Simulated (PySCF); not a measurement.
**Single-point calculation of BF**

System: BF.
Method: RHF/6-31g*, ccsd(t) (PySCF 2.14.0).

Some settings of this run were made unusual or wrong on purpose.

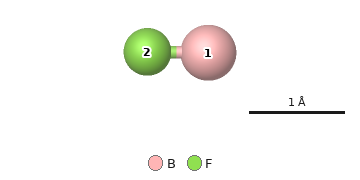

Fig. 1: The structure (ball-and-stick view, seen on its broad side; atoms are numbered from 1 in the order of the input). Bond lengths as drawn: B–F 0.65 Å.

## The input
```python
from pyscf import gto, scf, cc

mol = gto.M(
    atom='B 0 0 0; F 0 0 1.223',
    basis='6-31g*',
    charge=0,
    spin=0,
    unit='bohr',
    verbose=4,
)
mf = scf.RHF(mol)
mf.kernel()
mycc = cc.CCSD(mf, frozen=2)
mycc.kernel()
mycc.ccsd_t()
mf.dip_moment()
print('orbital energies (hartree):', mf.mo_energy[..., max(0, mol.nelec[1]-3):mol.nelec[0]+3].round(4))
```

Launch command:
```bash
OMP_NUM_THREADS=1 python input.py
```

## Output
```
PySCF version 2.14.0

[INPUT] verbose = 4
[INPUT] num. atoms = 2
[INPUT] num. electrons = 14
[INPUT] charge = 0
[INPUT] spin (= nelec alpha-beta = 2S) = 0
[INPUT] symmetry False subgroup None
[INPUT] Mole.unit = bohr
[INPUT] Symbol           X                Y                Z      unit          X                Y                Z       unit  Magmom
[INPUT]  1 B      0.000000000000   0.000000000000   0.000000000000 AA    0.000000000000   0.000000000000   0.000000000000 Bohr   0.0
[INPUT]  2 F      0.000000000000   0.000000000000   0.647183728955 AA    0.000000000000   0.000000000000   1.223000000000 Bohr   0.0

nuclear repulsion = 36.7947669664759
number of shells = 12
number of NR pGTOs = 54
number of NR cGTOs = 28
basis = 6-31g*
ecp = {}

******** <class 'pyscf.scf.hf.RHF'> ********
method = RHF
initial guess = minao
damping factor = 0
level_shift factor = 0
DIIS = <class 'pyscf.scf.diis.CDIIS'>
diis_start_cycle = 1
diis_space = 8
diis_damp = 0
SCF conv_tol = 1e-09
SCF conv_tol_grad = None
SCF max_cycles = 50
direct_scf = True
direct_scf_tol = 1e-13
Set gradient conv threshold to 3.16228e-05
Initial guess from minao.
init E= -124.991581874356
  HOMO = -0.360076659020467  LUMO = 0.179845088173666  gap/eV = 14.69202
cycle= 1 E= -121.850269865209  delta_E= 3.14  |g|= 0.576  |ddm|= 4.32
  HOMO = -0.32085448458448  LUMO = 0.275870340536315  gap/eV = 16.23771
cycle= 2 E= -121.891663548683  delta_E= -0.0414  |g|= 0.218  |ddm|= 0.666
  HOMO = -0.328969503180703  LUMO = 0.264271860970814  gap/eV = 16.14292
cycle= 3 E= -121.898103575991  delta_E= -0.00644  |g|= 0.0298  |ddm|= 0.161
  HOMO = -0.332452554439234  LUMO = 0.261357667392871  gap/eV = 16.15840
cycle= 4 E= -121.898336580273  delta_E= -0.000233  |g|= 0.00312  |ddm|= 0.0602
  HOMO = -0.331489400255355  LUMO = 0.261375309169674  gap/eV = 16.13267
cycle= 5 E= -121.898341125712  delta_E= -4.55e-06  |g|= 0.000546  |ddm|= 0.00824
  HOMO = -0.331621472244899  LUMO = 0.261269164258112  gap/eV = 16.13338
cycle= 6 E= -121.898341227793  delta_E= -1.02e-07  |g|= 7.92e-05  |ddm|= 0.00119
  HOMO = -0.331621776602742  LUMO = 0.261267916532106  gap/eV = 16.13335
cycle= 7 E= -121.898341230282  delta_E= -2.49e-09  |g|= 9.22e-06  |ddm|= 0.000199
  HOMO = -0.331621026218282  LUMO = 0.261268261810228  gap/eV = 16.13334
cycle= 8 E= -121.898341230338  delta_E= -5.58e-11  |g|= 1.39e-06  |ddm|= 3.2e-05
  HOMO = -0.33162119862611  LUMO = 0.261268241371499  gap/eV = 16.13334
Extra cycle  E= -121.898341230339  delta_E= -1.31e-12  |g|= 5.07e-07  |ddm|= 4.3e-06
converged SCF energy = -121.898341230339

******** <class 'pyscf.cc.ccsd.CCSD'> ********
CC2 = 0
CCSD nocc = 5, nmo = 26
frozen orbitals 2
max_cycle = 50
direct = 0
conv_tol = 1e-07
conv_tol_normt = 1e-05
diis_space = 6
diis_start_cycle = 0
diis_start_energy_diff = 1e+09
Init t2, MP2 energy = -122.081311848635  E_corr(MP2) -0.182970618295226
Init E_corr(CCSD) = -0.18297061829536
cycle = 1  E_corr(CCSD) = -0.190808490701511  dE = -0.00783787241  norm(t1,t2) = 0.0329479
cycle = 2  E_corr(CCSD) = -0.194457833497325  dE = -0.0036493428  norm(t1,t2) = 0.00973807
cycle = 3  E_corr(CCSD) = -0.195446691974967  dE = -0.000988858478  norm(t1,t2) = 0.00367769
cycle = 4  E_corr(CCSD) = -0.195605015786263  dE = -0.000158323811  norm(t1,t2) = 0.000688573
cycle = 5  E_corr(CCSD) = -0.195577329776367  dE = 2.76860099e-05  norm(t1,t2) = 0.000193892
cycle = 6  E_corr(CCSD) = -0.195576602471866  dE = 7.27304501e-07  norm(t1,t2) = 3.05277e-05
cycle = 7  E_corr(CCSD) = -0.195577036968578  dE = -4.34496711e-07  norm(t1,t2) = 7.85255e-06
cycle = 8  E_corr(CCSD) = -0.195577020344056  dE = 1.66245221e-08  norm(t1,t2) = 2.04513e-06
CCSD converged
E(CCSD) = -122.0939182506834  E_corr = -0.1955770203440557
CCSD(T) correction = -0.00338231238278362
Dipole moment(X, Y, Z, Debye): -0.00000,  0.00000,  3.16235
orbital energies (hartree): [-1.116  -0.9384 -0.3316  0.2613  0.2613  0.3076]
```

## Outcome

| quantity | value |
| --- | --- |
| outcome | converged |
| SCF energy | −121.898341 hartree |
| (T) correction | −0.003382 hartree |
| dipole moment | 3.16 D |
| hardware | 1 CPU thread, shared host |

## Diagnosis

Some settings of this run were drawn to be unusual or wrong. It converged; results that depend on the unusual settings are not reference values.
